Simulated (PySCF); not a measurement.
**C6H7NO2, SMILES `C=C(/C=C/C=N)OC=O`: what the electrons do**

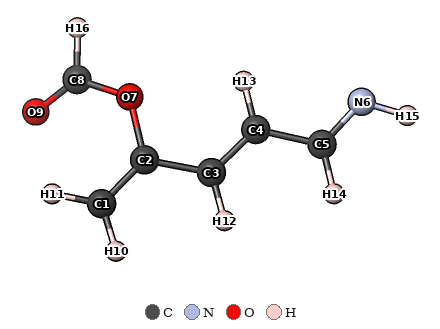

The molecule, with its atoms numbered as below. No frequency check shows the geometry to be a minimum.

Cartesian coordinates (Å):

```
C1       1.6457    1.6840    0.0960
C2       0.7621    0.6864    0.1598
C3      -0.6639    0.8768   -0.0208
C4      -1.5783   -0.1010    0.0454
C5      -2.9912    0.1368   -0.1421
N6      -3.8056   -0.8246   -0.0617
O7       1.1104   -0.6337    0.4504
C8       2.2629   -1.1640    0.0690
O9       3.1446   -0.6560   -0.5534
H10      1.3129    2.6835   -0.1164
H11      2.7000    1.5348    0.2351
H12     -0.9663    1.8963   -0.2189
H13     -1.2936   -1.1226    0.2472
H14     -3.2705    1.1802   -0.3510
H15     -4.7839   -0.5858   -0.2048
H16      2.2767   -2.2109    0.4214
```

### 1. Bonding charge

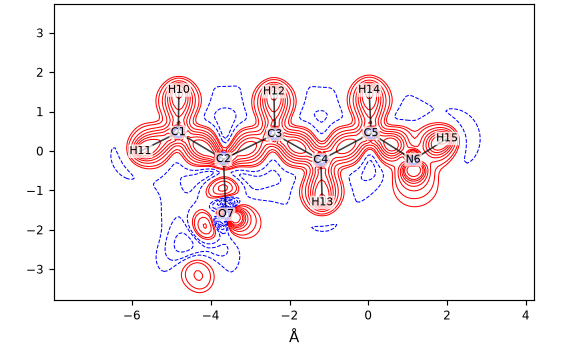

Deformation density (molecule less spherical, spin-averaged free atoms) in a plane through 13 of the atoms; contours at ±0.05 to ±0.8 e/Å³; solid red lines: gain, dashed blue lines: loss.

Computed with PySCF, PBE0/6-31+G*, geometry: GFN2-xTB.

Q: Describe the bonding that the map shows.

A: The five largest and four smallest: N6–H15: +0.79 e/Å³ at the bond critical point (bond length 1.02 Å). C1–C2: +0.71 e/Å³ at the bond critical point (bond length 1.33 Å). C1–H11: +0.71 e/Å³ at the bond critical point (bond length 1.07 Å). C4–H13: +0.71 e/Å³ at the bond critical point (bond length 1.08 Å). C3–C4: +0.70 e/Å³ at the bond critical point (bond length 1.34 Å). C5–N6: +0.65 e/Å³ at the bond critical point (bond length 1.26 Å). C4–C5: +0.59 e/Å³ at the bond critical point (bond length 1.45 Å). C2–C3: +0.58 e/Å³ at the bond critical point (bond length 1.45 Å). C2–O7: +0.07 e/Å³ at the bond critical point (bond length 1.40 Å); up to 0.6 Å beside the axis the gain reaches +0.33 e/Å³. In all, 3.8 electrons gather in the regions of gain relative to the promolecule. A small or negative value marks a very polar bond, one between electron-rich atoms, whose free-atom densities already overlap strongly, a long bond to a heavier atom, or a closed-shell contact such as a hydrogen bond.

### 2. Bond critical points

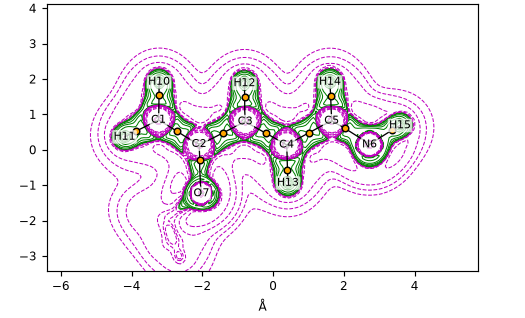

Negative Laplacian of the density (−∇²ρ) in a plane through 13 of the atoms (solid green lines positive, dashed magenta lines negative, contours at ±0.02 to ±8 a.u.), with bond paths and bond critical points (dots).

Q: Sort the bonds in the plane by the sign of ∇²ρ at their critical points.

A: Concentrated (∇²ρ < 0): C5–N6 (−0.56 a.u.); C1–C2 (−1.05 a.u.); C3–C4 (−1.00 a.u.); N6–H15 (−1.65 a.u.); C4–C5 (−0.79 a.u.); C2–C3 (−0.77 a.u.); C1–H11 (−1.05 a.u.); C4–H13 (−1.03 a.u.); C1–H10 (−1.01 a.u.); C3–H12 (−1.00 a.u.); C5–H14 (−0.93 a.u.); C2–O7 (−0.24 a.u.). At none is it depleted.

Q: Where along N6–H15 does the critical point lie?

A: 0.76 Å from N6 and 0.26 Å from H15.

### 3. Local ionisation energy

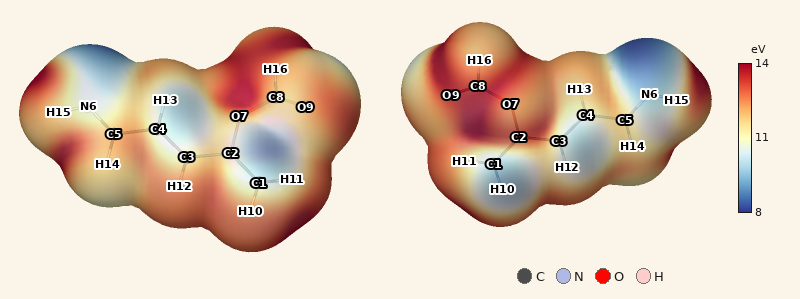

Average local ionisation energy on the surface of electron density 0.001 a.u. (back view left, front view right).

Q: Locate the minima of the map.

A: The lowest value is 8.2 eV, 2.0 Å from N6. Further minima include 9.0 eV, over C1, off the plane of its three bonds (2.1 Å); 9.0 eV, over C1, off the plane of its three bonds (2.0 Å); 10.6 eV, 1.8 Å from O9. For comparison, the highest occupied orbital lies at −7.0 eV.

Q: What volume does the surface enclose, and what is the dipole moment?

A: About 164 Å³; the dipole moment is 2.6 D.

### 4. Localised orbitals

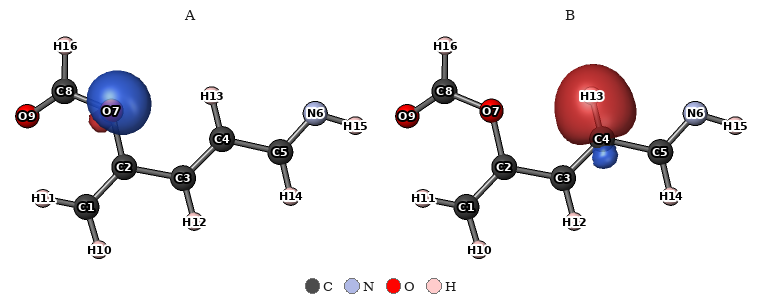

Foster–Boys orbitals, occupied; each surface holds about 80 % of the orbital's density. Energies are diagonal elements of the Fock matrix.

PySCF calculation, M06-2X/def2-SVP, gas phase; geometry: GFN2-xTB.

Q: What does each orbital represent in a Lewis picture?

A: By panel:
- A: lone pair on O7 (sp1.8-type) (O7 96 %; −17.3 eV)
- B: σ bond C4–H13 (C4 56 %, H13 43 %; −15.6 eV)

Q: How do all the valence pairs divide up?

A: 24 pairs: 11 σ bonds, 8 bent bonds, 4 lone pairs and 1 strongly polarised pair.
